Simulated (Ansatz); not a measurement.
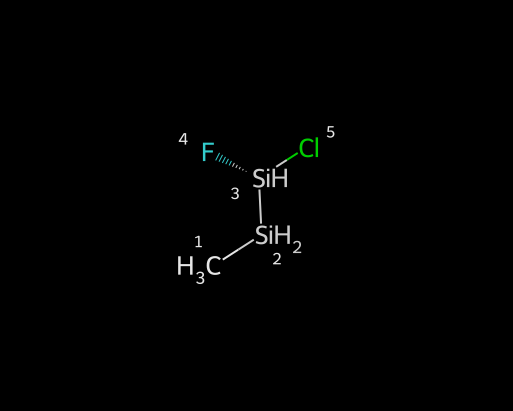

A structural formula, with wedges where it has stereocentres; small numbers name the atoms. The configuration is that of a computed structure (PBE0-D4/def2-TZVP).

Q: What are the Cahn–Ingold–Prelog descriptors?

A: Si3: S.
